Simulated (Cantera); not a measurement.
Charge: 1 mol Si, 0.019 mol N2O, 1.5 mol H2, 0.27 mol CO2, held at 1 atm.

Cantera equilibrium calculation (NASA polynomials, part measured and part estimated; ideal gas, pure solids and liquids). Candidate condensed phases: C, C6H6, C7H8, C8H18, H2O, Si, SiC, SiO2, Si2N2O, Si3N4; 151 gas species. Each liquid is taken as pure. Mutual solubility and eutectic melting of coexisting phases are not modelled. The tables hold silica as quartz up to 1696 K and as liquid above; real silica turns to tridymite and cristobalite and melts near 1996 K. Gases not in the tables: Si2H6 and higher silanes. Rates play no part.

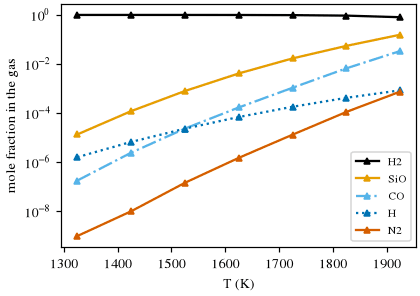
Figure. Equilibrium gas composition (values under 1e-9 drawn at 1e-9)

Read off the mole fractions at 1625 K.

H2 about 1.00, SiO about 0.0042, CO about 0.00017, H about 7.0e-5, N2 about 1.5e-6.
